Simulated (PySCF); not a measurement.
**C₅H₁₁ClSi: electronic excitations**

What electronic excitations should C₅H₁₁ClSi (`CC(C)[SiH2]/C=C/Cl`) show?

Programs: PySCF 2.14.0, with density-fitted response routines of our own. Each step states its level of theory. These are calculated values for one molecule in the gas phase, unless marked as measured. Atoms count from 0, in the outputs and in this text.

**1. The starting structure**

18 atoms, charge 0, multiplicity 1; geometry from: GFN2-xTB.

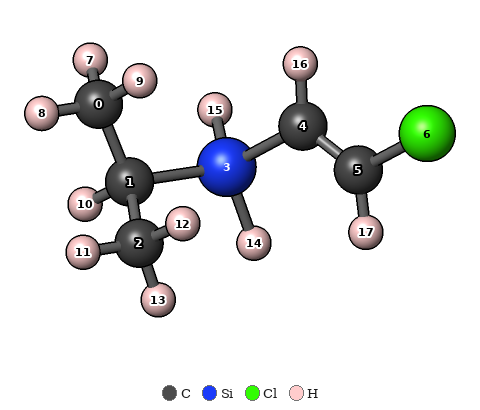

The starting geometry (carbon dark grey, silicon blue, chlorine green, hydrogen pink), atoms numbered.

**2. Ultraviolet spectrum: PBE0/def2-SVPD**

Job settings and geometry (Å):

```
{"job": {"kind": "uv", "xc": "PBE0", "basis": "def2-SVPD", "nstates": 8, "ntriplets": 3}, "charge": 0, "multiplicity": 1}
C     -1.461299     1.385897    -0.228989
C     -1.124382    -0.058457    -0.595579
C     -1.388130    -0.975600     0.597504
Si     0.678342    -0.232958    -1.219875
C      1.844194     0.329627     0.150290
C      2.487762    -0.508457     0.941987
Cl     3.530401    -0.003635     2.225280
H     -1.297147     2.051441    -1.073608
H     -2.504582     1.471224     0.073330
H     -0.843104     1.723230     0.600315
H     -1.798150    -0.362403    -1.404125
H     -2.422625    -0.886324     0.927723
H     -0.741932    -0.712018     1.432979
H     -1.202899    -2.015558     0.337096
H      0.948814    -1.635514    -1.550781
H      0.886239     0.626121    -2.390784
H      1.974924     1.391507     0.309653
H      2.424814    -1.581807     0.855928
```

Method: TDDFT PBE0/def2-SVPD, vertical, gas phase, core orbitals frozen in the response.

The run is started by

```console
$ OMP_NUM_THREADS=1 python probes_run.py task.json out
```

This one command runs all jobs of the session in turn.

Log:

```text
coarse grid: 15504 points
cycle   1  E = -945.7885284793  dE =  4.605e-01  |g| = 4.395e-01  |ddm| = 6.024e+00
cycle   2  E = -945.7526581064  dE =  3.587e-02  |g| = 5.770e-01  |ddm| = 1.459e+00
cycle   3  E = -945.8389270045  dE = -8.627e-02  |g| = 9.749e-02  |ddm| = 8.850e-01
cycle   4  E = -945.8412929337  dE = -2.366e-03  |g| = 3.480e-02  |ddm| = 2.400e-01
cycle   5  E = -945.8415927815  dE = -2.998e-04  |g| = 9.568e-03  |ddm| = 7.771e-02
cycle   6  E = -945.8416163691  dE = -2.359e-05  |g| = 2.151e-03  |ddm| = 1.965e-02
cycle   7  E = -945.8416174982  dE = -1.129e-06  |g| = 4.864e-04  |ddm| = 4.058e-03
final grid: 138808 points
cycle   8  E = -945.9529861656  dE = -3.641e-05  |g| = 7.876e-03  |ddm| = 1.237e-01
cycle   9  E = -945.9529782290  dE =  7.937e-06  |g| = 9.576e-03  |ddm| = 2.764e-02
cycle  10  E = -945.9530029034  dE = -2.467e-05  |g| = 7.060e-04  |ddm| = 1.524e-02
cycle  11  E = -945.9530030346  dE = -1.313e-07  |g| = 1.638e-04  |ddm| = 1.736e-03
cycle  12  E = -945.9530030408  dE = -6.225e-09  |g| = 6.066e-05  |ddm| = 3.514e-04
cycle  13  E = -945.9530030417  dE = -8.304e-10  |g| = 2.669e-05  |ddm| = 1.307e-04
converged SCF energy = -945.9530030417

Static polarisability (au): isotropic 104.126, principal 90.543 92.083 129.753

Singlet excitations
state   eV       nm        f      main configurations
  1   6.0919    203.5   0.30964   H->L 0.90
  2   6.5551    189.1   0.03862   H-1->L 0.47, H-2->L 0.44
  3   6.7037    184.9   0.00094   H->L+1 0.61, H->L+2 0.23
  4   6.7873    182.7   0.02939   H-2->L 0.51, H-1->L 0.36
  5   7.0603    175.6   0.00273   H->L+2 0.60, H->L+1 0.20, H-3->L 0.08
  6   7.1739    172.8   0.00317   H-3->L 0.70, H->L+2 0.08
  7   7.4330    166.8   0.00469   H->L+3 0.78, H->L+1 0.10
  8   7.6381    162.3   0.00390   H-4->L 0.85

Triplet excitations (Tamm-Dancoff, eV): 4.0378 6.0391 6.2669
```

It took 88 s on 1 thread of Arm Neoverse N1, shared host; peak memory 1 GiB.

Frontier orbitals and where they lie:

| orbital | eV | atoms |
| --- | --- | --- |
| HOMO−3 | -9.36 | Cl6 16 %, C4 16 %, Si3 12 % |
| HOMO−2 | -8.93 | Cl6 70 %, C4 8 %, C5 8 % |
| HOMO−1 | -8.39 | C1 22 %, Si3 16 %, C4 12 % |
| HOMO | -7.51 | Cl6 26 %, C4 23 %, C5 21 % |
| LUMO | -0.72 | C5 34 %, C4 28 %, Cl6 10 % |
| LUMO+1 | 0.50 | Cl6 20 %, Si3 17 %, C5 8 % |
| LUMO+2 | 0.79 | Cl6 40 %, C5 16 %, Si3 11 % |

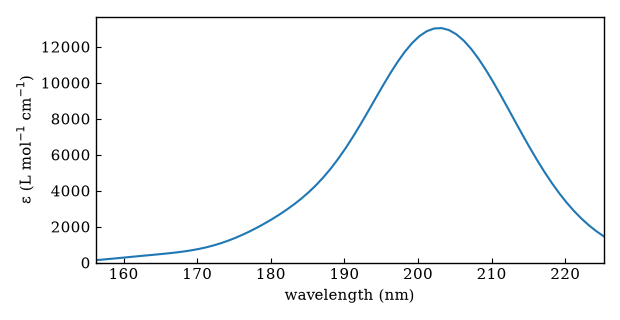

Absorption spectrum: each of the 8 states is a Gaussian band of 0.4 eV half-width at 1/e. Beyond the last state computed it falls off for lack of states.

Ground-state properties from the same run:

| property | computed |
| --- | --- |
| dipole moment (D) | 1.67 |
| polarisability (Å³) | 15.43 |
| HOMO–LUMO gap (eV) | 6.78 |
| −ε(HOMO) (eV) | 7.51 |

**3. Summary of results**

| quantity | value |
| --- | --- |
| lowest singlet (PBE0/def2-SVPD) | 6.09 eV (204 nm), f = 0.310 |
| lowest triplet | 4.04 eV |

The first singlet state (HOMO→LUMO 0.90) lies at 6.09 eV and is bright. The lowest triplet lies 2.05 eV below the lowest singlet (triplets in Tamm-Dancoff, singlets in full TDDFT).
